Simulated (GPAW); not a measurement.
# How Sc absorbs and reflects light

Aim: the dielectric function of Sc, and the optical constants that follow from it.

Program: GPAW 26.7.0. Level of theory: DFT, PBE, plane-wave PAW (GPAW data sets), scalar-relativistic, RPA, optical limit. Results are calculated unless marked as measured.

### Step 1. The starting structure

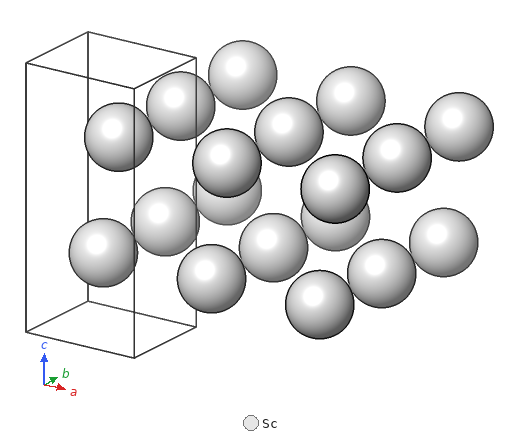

The starting structure, seen slightly off an axis (scandium white). 3×3×1 cells are drawn.

### Step 2. Ground state

The self-consistent density comes first; it also tells whether there is a gap, which decides the occupations and the need for a Drude term.

This step: DFT, PBE, plane-wave PAW (GPAW data sets), scalar-relativistic, ground state (GPAW 26.7.0).

Contents of gs.py:

```python
from ase import Atoms
from ase.dft.bandgap import bandgap
from gpaw import GPAW, PW, FermiDirac

atoms = Atoms(['Sc', 'Sc'],
              cell=[[3.308999999987, 0.000000000000, 0.000000000000],
                    [-1.654499999993, 2.865678061111, 0.000000000000],
                    [0.000000000000, 0.000000000000, 5.273300000000]],
              scaled_positions=[[0.666666666667, 0.333333333333, 0.750000000000],
                                [0.333333333333, 0.666666666667, 0.250000000000]],
              pbc=[True, True, True])
atoms.calc = GPAW(mode=PW(400), xc='PBE', kpts={'size': (9, 9, 4), 'gamma': True},
                  occupations=FermiDirac(0.05), maxiter=150, txt='gs.txt')
print('energy (eV)', atoms.get_potential_energy())
print('Fermi level (eV)', atoms.calc.get_fermi_level())
print('valence electrons', atoms.calc.get_number_of_electrons())
print('gap (eV)', bandgap(atoms.calc, output=None)[0])
print('direct gap (eV)', bandgap(atoms.calc, direct=True, output=None)[0])
atoms.calc.write('gs.gpw')
```

Run with:

```bash
$ OMP_NUM_THREADS=1 python gs.py
```

Numbers of over 12 decimals in the logs are rounded to 6 here.

What it wrote:

```text
__  _  _
 | _ |_)|_||  |
 |__||  | ||/\| - 26.7.0

Versions:
  Python: 3.12.14
  ASE:    3.29.0
  Numpy:  2.5.5
  Scipy:  1.18.1
  Libxc:  7.0.0

Input parameters:
  mode=PW(ecut=400.0),
  kpts=MonkhorstPack(size=(9, 9, 4), gamma=True),
  maxiter=150,
  occupations=Occupations(name='fermi-dirac', width=0.05, fixmagmom=False),
  xc=XC(name='PBE')

Diagonalizing LCAO Hamiltonian
Converting LCAO to pw mode

           Sc

        Sc

Atoms  # Å, Bohr magnetons
|   | symbol |         x |        y |        z |    initial magnetic moments |
| 0 |     Sc |  1.654500 | 0.955226 | 3.954975 | ( 0.0000,  0.0000,  0.0000) |
| 1 |     Sc | -0.000000 | 1.910452 | 1.318325 | ( 0.0000,  0.0000,  0.0000) |

Unit cell  # Å
| periodic |         x |        y |        z |  lengths |     angles |
|      yes |  3.309000 | 0.000000 | 0.000000 | 3.309000 |  90.000000 |
|      yes | -1.654500 | 2.865678 | 0.000000 | 3.309000 |  90.000000 |
|      yes |  0.000000 | 0.000000 | 5.273300 | 5.273300 | 120.000000 |

Number of symmetries: 12
Symmetry operations  # r_c * U_cc + t_c -> r_c
|    | kind |            matrix            |
|  0 |  σ   |  1, 1, 0,  0,-1, 0,  0, 0, 1 |
|  1 |  S6  |  1, 1, 0, -1, 0, 0,  0, 0,-1 |
|  2 |  E   |  1, 0, 0,  0, 1, 0,  0, 0, 1 |
|  3 |  C2  |  1, 0, 0, -1,-1, 0,  0, 0,-1 |
|  4 |  C2  |  0, 1, 0,  1, 0, 0,  0, 0,-1 |
|  5 |  C3  |  0, 1, 0, -1,-1, 0,  0, 0, 1 |
|  6 |  S6  |  0,-1, 0,  1, 1, 0,  0, 0,-1 |
|  7 |  σ   |  0,-1, 0, -1, 0, 0,  0, 0, 1 |
|  8 |  σ   | -1, 0, 0,  1, 1, 0,  0, 0, 1 |
|  9 |  i   | -1, 0, 0,  0,-1, 0,  0, 0,-1 |
| 10 |  C3  | -1,-1, 0,  1, 0, 0,  0, 0, 1 |
| 11 |  C2  | -1,-1, 0,  0, 1, 0,  0, 0,-1 |

BZ-sampling:
  Number of BZ points: 324
  Number of IBZ points: 43

  Monkhorst-Pack size: [9, 9, 4]
  Monkhorst-Pack shift: [0.0, 0.0, 0.125]

K-points  # in reciprocal-cell coordinates
|     |                                coordinates |     weight |
|   0 | (  0.00000000,   0.00000000,   0.00000000) | 0.00308642 |
|   1 | (  0.00000000,   0.00000000,   0.25000000) | 0.00617284 |
|   2 | (  0.00000000,   0.00000000,   0.50000000) | 0.00308642 |
|   3 | (  0.11111111,   0.00000000,  -0.25000000) | 0.01851852 |
|   4 | (  0.11111111,   0.00000000,   0.00000000) | 0.01851852 |
|   5 | (  0.11111111,   0.00000000,   0.25000000) | 0.01851852 |
|   6 | (  0.11111111,   0.00000000,   0.50000000) | 0.01851852 |
|   7 | (  0.22222222,  -0.11111111,   0.00000000) | 0.01851852 |
|   8 | (  0.22222222,  -0.11111111,   0.25000000) | 0.03703704 |
|   9 | (  0.22222222,  -0.11111111,   0.50000000) | 0.01851852 |
| ... |                                            |            |
|  42 | (  0.44444444,   0.44444444,   0.50000000) | 0.01851852 |

Plane wave coefficients: 929
Cutoff: 400.0 eV

Spin-components: 1 (collinear spins)
Bands:           18
Projectors:      12
Spin-degeneracy: 2
Datatype:        complex128

Parallelization:
  kpt:    1
  domain: 1
  band:   1

Density:
  Valence electrons: 22.0
  Components: 1
  Grid points: [16 16 25]
  Charge: 0.0  # |e|

Potential:
  Grid points: [16 16 25]

species:
  Sc:
    name:    Scandium
    id:
    Z:       21.0
    valence: 11
    core:    10
    charge:  0.0  # [|e|]
    compensation charges:
      type: gauss
      rc: 0.39  # [Å]
      lmax: 2
    cutoffs:
      filter: 2.14  # [Å]
      core: 1.08  # [Å]
    projectors
    | kind |    occ | energy [eV] | rcut [Å] |
    |   3s |  2.000 |     -55.031 |    1.228 |
    |   4s |  2.000 |      -4.183 |    1.228 |
    |   3p |  6.000 |     -33.625 |    1.281 |
    |   4p |  0.000 |      -1.467 |    1.281 |
    |   3d |  1.000 |      -3.233 |    1.196 |
    |    d |        |      23.979 |    1.196 |

    Using partial waves for Sc as LCAO basis

Reference energy: -41577.766241  # eV

eigensolver:
  PPCG
  Converge bands: occupied
  niter=2

density mixing:
  MSR1-Mixer
  Pratt-step length: 0.05
  Maximum mixing coefficient: 0.75
  Old densities: 10
  SVD Regularization: 0.005
  Good broyden scale: 1.0
  Trust region scale: 1.0
  Backstep threshold: 4.0
  History deletion threshold: 6.0
  Fourier metric: weight=20.0, sigma=0.015

occupation numbers:
  Fermi-Dirac:
    width: 0.0500  # eV

poisson solver:
  ecut: 3200.0  # eV

xc functional:
  name: PBE with 2 nearest neighbor stencil

convergence criteria:
- Maximum [total energy] change in last 3 cyles: 0.0005 eV / valence electron
- Maximum integral of absolute [dens]ity change: 0.0001 electrons / valence electron
- Maximum integral of absolute [eigenst]ate change: 4e-08 eV^2 / valence electron
maximum number of iterations: 150

SCF iterations
|iter     |      energy | eigst |  dens |
|iter:   1||   -9.494034 | +0.37 |       |
|iter:   2||   -9.467701 | -0.58 | -1.37 |
|iter:   3||   -9.319696 | -0.83 | -1.40 |
|iter:   4||   -9.323978 | -1.78 | -2.04 |
|iter:   5||   -9.325975c| -2.75 | -2.31 |
|iter:   6||   -9.326001c| -3.80 | -3.42 |
|iter:   7||   -9.325994c| -4.58 | -3.55 |
|iter:   8||   -9.325996c| -5.53 | -4.07c|
|iter:   9||   -9.325995c| -6.65 | -4.80c|
|iter:  10||   -9.325995c| -7.28 | -5.43c|
|iter:  11||   -9.325995c| -8.43c| -6.38c|

Converged in 11 steps
SCF loop duration: 11.159 s (1.014 s/step)
Energy contributions relative to reference atoms: (reference = -41577.766241)

Energy contributions:
  Kinetic:          -1.960406
  Coulomb:           2.021795
  Zero:              0.307505
  External:          0.000000
  Xc:               -9.679927
  Entropy:          -0.029925
  Spinorbit:         0.000000
  ----------------------------
  Free energy:      -9.340958
  Extrapolated:     -9.325995

dipole moment: (0.000000, 0.000000, 0.000001)  # |e|*Ang

Fermi level: 5.534
Eigenvalues  # (at kpt = [0.000, 0.000, 0.000])
| band index |      eig [eV] | occ [0-2] |
|          0 |       -43.935 |     2.000 |
|        ... |               |           |
|          2 |       -22.734 |     2.000 |
|          3 |       -22.419 |     2.000 |
|          4 |       -22.419 |     2.000 |
|          5 |       -22.363 |     2.000 |
|          6 |       -22.363 |     2.000 |
|          7 |       -22.340 |     2.000 |
|          8 |         0.433 |     2.000 |
|          9 |         3.887 |     2.000 |
|         10 |         5.940 |     0.001 |
|         11 |         7.136 |     0.000 |
|         12 |         7.136 |     0.000 |
|         13 |         7.256 |     0.000 |
|         14 |         7.545 |     0.000 |
|         15 |         7.545 |     0.000 |
|         16 |         7.911 |     0.000 |
|         17 |         7.911 |     0.000 |

No gap
No difference between direct/indirect transitions

--- standard output ---
energy (eV) -9.325995
Fermi level (eV) 5.534497
valence electrons 22.0
gap (eV) 0.0
direct gap (eV) 0.0
```

Wall time 13 s (1 thread of Arm Neoverse V1, shared host); peak memory 0.14 GiB.

Numbers from this step:

| Quantity | Value |
| --- | --- |
| energy | -9.326 eV |
| Fermi energy | 5.534 eV |
| electrons | 22 |

There are states at the Fermi level within the smearing, so the occupations stay smeared and the carriers get a Drude term.

### Step 3. Bands for the response

At the fixed density, many empty bands are solved on the mesh of the response, since the spectrum sums over them.

This step: DFT, PBE, plane-wave PAW (GPAW data sets), scalar-relativistic, bands at fixed density (GPAW 26.7.0).

Contents of nscf.py:

```python
from ase.dft.bandgap import bandgap
from gpaw import GPAW, FermiDirac

calc = GPAW('gs.gpw').fixed_density(kpts={'size': (18, 18, 10), 'gamma': True}, nbands=43, convergence={'bands': 37},
                                    occupations=FermiDirac(0.05), txt='nscf.txt')
print('gap (eV)', bandgap(calc, output=None)[0])
print('direct gap (eV)', bandgap(calc, direct=True, output=None)[0])
print('top band over the Fermi level (eV)', min(calc.get_eigenvalues(kpt=k)[36] for k in range(len(calc.get_ibz_k_points()))) - calc.get_fermi_level())
calc.write('full.gpw', mode='all')
```

Run with:

```bash
$ OMP_NUM_THREADS=1 python nscf.py
```

What it wrote:

```text
Diagonalizing LCAO Hamiltonian
Converting LCAO to pw mode
convergence criteria:
- Maximum integral of absolute [eigenst]ate change: 4e-08 eV^2 / valence electron
maximum number of iterations: 150

SCF iterations
|iter     |      energy | eigst |  dens |
|iter:   1||             | +3.35 |       |
|iter:   2||             | +2.40 |       |
|iter:   3||             | +1.74 |       |
|iter:   4||             | +1.15 |       |
|iter:   5||             | +0.71 |       |
|iter:   6||             | +0.29 |       |
|iter:   7||             | -0.13 |       |
|iter:   8||             | -0.58 |       |
|iter:   9||             | -1.06 |       |
|iter:  10||             | -1.55 |       |
|iter:  11||             | -2.03 |       |
|iter:  12||             | -2.54 |       |
|iter:  13||             | -3.01 |       |
|iter:  14||             | -3.50 |       |
|iter:  15||             | -3.97 |       |
|iter:  16||             | -4.44 |       |
|iter:  17||             | -4.92 |       |
|iter:  18||             | -5.36 |       |
|iter:  19||             | -5.79 |       |
|iter:  20||             | -6.15 |       |
|iter:  21||             | -6.58 |       |
|iter:  22||             | -6.98 |       |
|iter:  23||             | -7.32 |       |
|iter:  24||             | -7.56c|       |
SCF steps: 24
  __  _  _
 | _ |_)|_||  |
 |__||  | ||/\| - 26.7.0

Versions:
  Python: 3.12.14
  ASE:    3.29.0
  Numpy:  2.5.5
  Scipy:  1.18.1
  Libxc:  7.0.0

Input parameters:
  mode=PW(ecut=400.0),
  convergence={'bands': 37},
  gpts=array([16, 16, 25]),
  kpts=MonkhorstPack(size=(18, 18, 10), gamma=True),
  maxiter=150,
  nbands=43,
  occupations=Occupations(name='fermi-dirac', width=0.05, fixmagmom=False),
  parallel={},
  xc=XC(name='PBE')

--- standard output ---
gap (eV) 0.0
direct gap (eV) 0.0
top band over the Fermi level (eV) 22.040680
```

Run time: 6.9 min. Hardware: 1 thread; peak memory 0.4 GiB.

### Step 4. Dielectric function, RPA

Transitions between filled and empty bands, summed over the zone, give the optical response, so mesh, band count and broadening shape it.

The induced potential is part of this response.

This step: DFT, PBE, plane-wave PAW (GPAW data sets), scalar-relativistic, RPA, optical limit (GPAW 26.7.0).

Contents of df.py:

```python
from gpaw.response.df import DielectricFunction

df = DielectricFunction('full.gpw', frequencies={'type': 'nonlinear', 'domega0': 0.03, 'omega2': 8},
                        ecut=30,
                        eta=0.15,
                        nbands=37,
                        rate=0.05,
                        txt='df.txt')
for direction in ['x', 'z']:
    df.get_dielectric_function(xc='RPA', direction=direction, filename=f'df_{direction}.csv')
```

Run with:

```bash
$ OMP_NUM_THREADS=1 python df.py
```

What it wrote:

```text
Using integrator: PointIntegrator
NonLinearFrequencyDescriptor(from 0.000 to 78.754 eV, 518 points)
Nonperiodic BCs:  [False False False]
Using integrator: PointIntegrator
NonLinearFrequencyDescriptor(from 0.000 to 78.754 eV, 518 points)
Nonperiodic BCs:  [False False False]
Using integrator: PointIntegrator

Calculating chi0 body with:
    Ground state adapter containing:
    Number of spins: 1
    Number of kpoints: 3240
    Number of irreducible kpoints: 330
    Number of completely occupied states: 8
    Number of partially occupied states: 14

    Linear response parametrization:
    q_c: [0.0, 0.0, 0.0]
    Number of frequency points: 518
    Planewave cutoff: 30.0
    Number of bands: 37
    Number of planewaves: 23
    Broadening (eta): 0.15

Integrating chi0 body.

Symmetries of q_c:
    Direct symmetries (Uq -> q): 12
    Indirect symmetries (TUq -> q): 0
In total 12 allowed symmetries.

330 groups of equivalent kpoints. 89.814815% reduction.

Integral kind: spectral function

Calculating chi0 optical extensions with:
    Ground state adapter containing:
    Number of spins: 1
    Number of kpoints: 3240
    Number of irreducible kpoints: 330
    Number of completely occupied states: 8
    Number of partially occupied states: 14

    Linear response parametrization:
    Number of frequency points: 518
    Planewave cutoff: 30.0
    Number of bands: 37
    Number of planewaves: 23
    Broadening (eta): 0.15
Integrating chi0 head and wings.

Symmetries of q_c:
    Direct symmetries (Uq -> q): 12
    Indirect symmetries (TUq -> q): 0
In total 12 allowed symmetries.

330 groups of equivalent kpoints. 89.814815% reduction.

Integral kind: spectral function wings

Calculating drude chi0 with:
    Number of frequency points:518
    Plasma frequency decay rate: 0.05 eV

    Ground state adapter containing:
    Number of spins: 1
    Number of kpoints: 3240
    Number of irreducible kpoints: 330
    Number of completely occupied states: 8
    Number of partially occupied states: 14

Symmetries of q_c:
    Direct symmetries (Uq -> q): 12
    Indirect symmetries (TUq -> q): 0
In total 12 allowed symmetries.

330 groups of equivalent kpoints. 89.814815% reduction.

Integral kind: intraband
Plasma frequency:
[[2.72+0.j 0.  -0.j 0.  +0.j]
 [0.  -0.j 2.72+0.j 0.  -0.j]
 [0.  +0.j 0.  +0.j 4.35+0.j]]
```

The job ended after 43 s (1 thread; peak memory 0.22 GiB).

Numbers from this step:

| Quantity | Value |
| --- | --- |
| main peak of the optical conductivity above 1 eV, first axis | 5.935 eV |

The Im ε has structure finer than the step of the table below, so its rows give means over 1 eV, whole bins alone (the curve runs from 0.305 to 15.0 eV). Peaks (eV: height): E ∥ x 5.9: 7.92; E ∥ z 1.7: 21.9, 5.8: 5.96.

The Im ε by photon energy; means over each step:

```csv
photon energy (eV),E ∥ x,E ∥ z
1,23.8,16.1
2,17.3,19.9
3,7.86,8.88
4,5.66,5.46
5,3.00,2.81
6,5.43,4.33
7,3.01,3.00
8,2.54,2.74
9,1.27,1.20
10,0.767,0.476
11,0.546,0.400
12,0.379,0.337
13,0.287,0.260
14,0.224,0.261
```

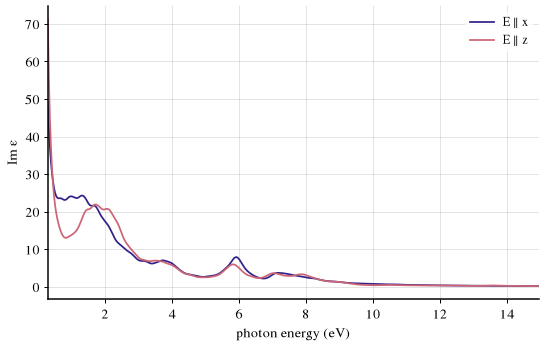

Im ε, plotted against photon energy.

Re ε against photon energy:

```csv
photon energy (eV),E ∥ x,E ∥ z
1,9.42,1.39
2,-2.84,0.0455
3,-2.84,-5.17
4,-2.49,-3.50
5,0.187,-0.695
6,-1.85,-2.16
7,-0.0948,-0.514
8,-1.76,-1.91
9,-1.40,-1.61
10,-0.790,-0.804
11,-0.428,-0.349
12,-0.152,-0.0313
13,0.0797,0.139
14,0.234,0.223
```

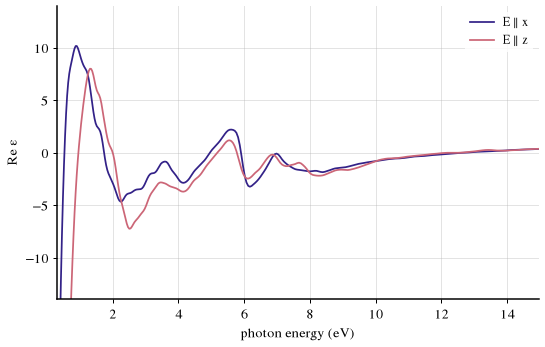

Re ε against photon energy. Below 1 eV the curve runs off the scale.

The refractive index n and extinction k by photon energy:

```csv
photon energy (eV),"n, E ∥ x","k, E ∥ x","n, E ∥ z","k, E ∥ z"
1,4.20,2.87,2.75,2.49
2,2.74,3.21,3.21,3.21
3,1.56,2.30,1.47,2.71
4,1.46,2.15,1.28,2.27
5,1.20,1.12,0.978,1.29
6,1.71,2.19,1.30,1.96
7,1.24,1.27,1.25,1.44
8,0.807,1.55,0.936,1.67
9,0.500,1.28,0.478,1.36
10,0.392,0.972,0.223,0.924
11,0.350,0.741,0.293,0.659
12,0.357,0.528,0.386,0.425
13,0.429,0.323,0.449,0.252
14,0.523,0.200,0.529,0.237
```

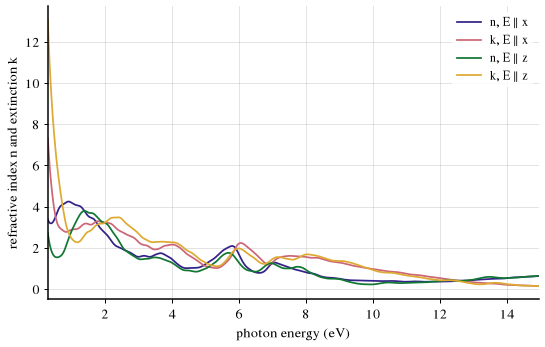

Refractive index n and extinction k against photon energy.

The Im ε, E ∥ x has structure finer than the step of the table below, so its rows give means over 1 eV, whole bins alone (the curve runs from 0.305 to 15.0 eV). Peaks (eV: height): without local fields 5.9: 7.83; with local fields 5.9: 7.92.

Im ε, E ∥ x against photon energy; means over each step:

```csv
photon energy (eV),without local fields,with local fields
1,24.5,23.8
2,16.8,17.3
3,7.87,7.86
4,5.64,5.66
5,3.00,3.00
6,5.31,5.43
7,3.02,3.01
8,2.43,2.54
9,1.17,1.27
10,0.686,0.767
11,0.472,0.546
12,0.311,0.379
13,0.228,0.287
14,0.173,0.224
```

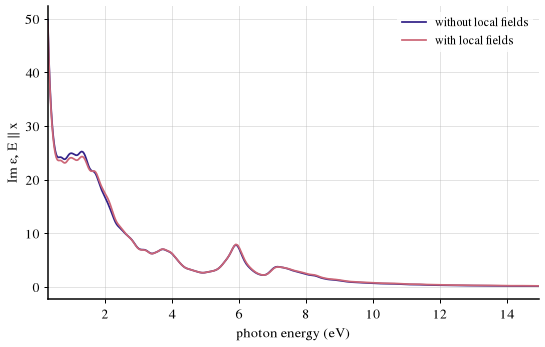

Im ε, E ∥ x, plotted against photon energy.

Values under 1 per cm are given as 1. Table of absorption coefficient by photon energy:

```csv
photon energy (eV),E ∥ x (1/cm),E ∥ z (1/cm)
1.99,6.5e5,6.4e5
3.98,8.7e5,9.1e5
6.02,1.4e6,1.2e6
8.03,1.3e6,1.4e6
10.03,9.8e5,9.2e5
12.02,6.4e5,5.1e5
14.04,2.8e5,3.2e5
```

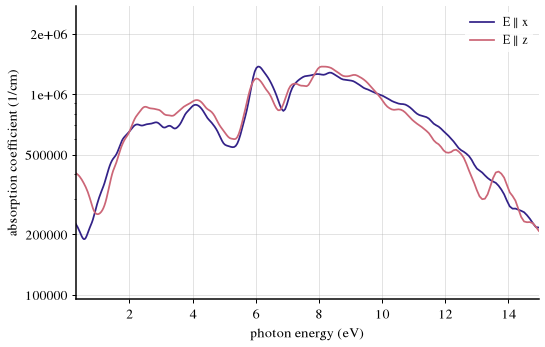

Absorption coefficient, plotted against photon energy.

At chosen wavelengths:

```csv
wavelength (nm),n x,k x,R (%) x,1/α x,n z,k z,R (%) z,1/α z
1550,4.14,2.792,51.6,44 nm,1.88,3.515,63.6,35 nm
1064,4.06,2.907,52.3,29 nm,3.32,2.269,44.2,37 nm
633,2.80,3.225,54.9,16 nm,3.24,3.178,53.8,16 nm
532,2.10,2.971,54.4,14 nm,2.57,3.469,58.5,12 nm
450,1.77,2.574,50.5,14 nm,1.71,3.035,58.6,12 nm
405,1.57,2.209,45.3,15 nm,1.44,2.597,54.7,12 nm
308,1.43,2.154,45.8,11 nm,1.26,2.266,50.8,11 nm
```

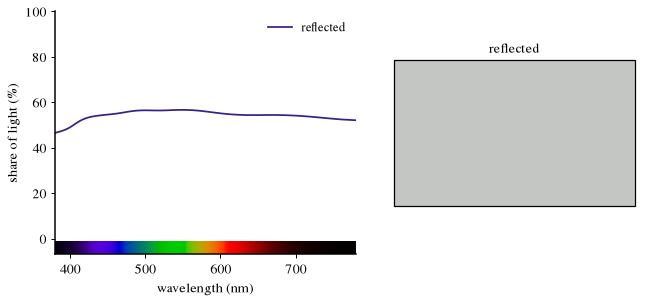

Light reflected across the visible range, with the colour that it makes of daylight (sRGB).

A polished face would reflect 56 % of daylight and look light grey (CIE x = 0.312, y = 0.333 under D65).

### Step 5. Results

| Item | Value |
| --- | --- |
| main peak of the optical conductivity above 1 eV, first axis | 5.94 eV |

At this level (PBE, RPA) Sc is a metal; it reflects 56 % at 550 nm for E ∥ x. A polished face would reflect 56 % of daylight and look light grey (CIE x = 0.312, y = 0.333 under D65). The carriers' damping of 0.05 eV is typed, not computed; it shapes the response at the lowest energies. The sum runs over mesh points, so small or evenly spaced maxima can still be ripples of the mesh. In this version of GPAW the matrix elements of the optical limit are incomplete, which can lower ε − 1 by up to a tenth where first-row anions or d states rule, and shift it by more in d metals. GPAW's carrier term has the form −ωp²/(ω + i·rate)², which damps like twice the rate and fails at low energy, so the curves leave the lowest energies out.

[Machine, clock and banner lines and Python warnings are left out of the logs.]

[Logs are printed without paths, hosts, clocks, repeated set-up lines and the standing remarks that a program may print on its own settings, such as how far it seeks lower states.]

[Hosts, paths, dates, database ids (printed as entryN), source tags and the programs' standing remarks are cut or masked in the printed files.]
